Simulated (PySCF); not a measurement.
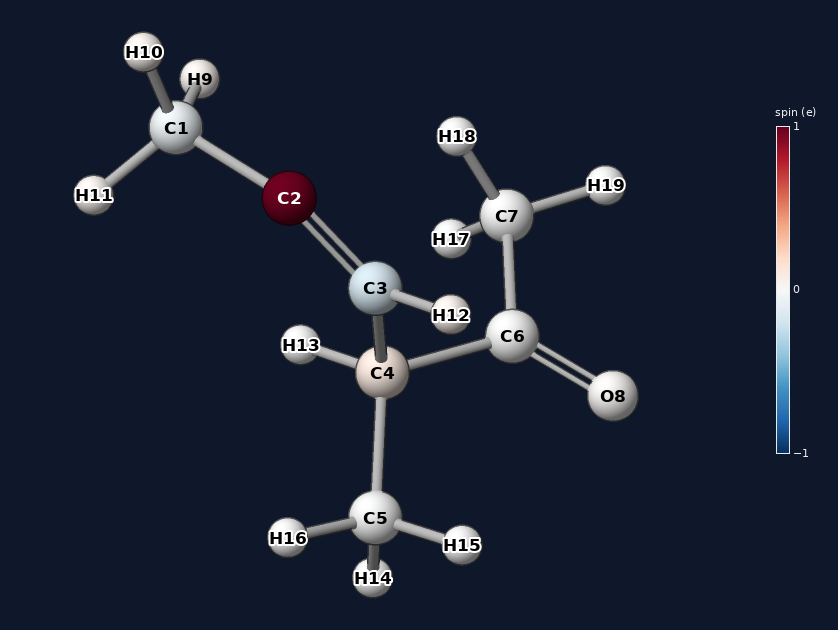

Atoms are coloured by their Mulliken spin populations. Charge 0, doublet. The geometry was computed by an optimisation with GFN2-xTB. No frequency run is at hand to confirm it as a minimum. Method: UKS B3LYP, pcH-1 on C H O, non-relativistic (PySCF 2.14.0).

> Which atom carries the largest spin population?

C2 (0.98 e).

> Which atom has the lowest spin population?

C3 (−0.16 e); a negative value comes from spin polarisation.

Give the Mulliken spin populations atom by atom.

```tsv
atom	value (e)
C1	−0.05
C2	0.98
C3	−0.16
C4	0.09
C5	0.00
C6	0.00
C7	0.00
O8	0.01
H9	0.03
H10	0.03
H11	0.02
H12	0.05
H13	0.00
H14	0.00
H15	0.00
H16	0.00
H17	0.00
H18	0.00
H19	0.00
```

Mulliken values depend strongly on the basis set.
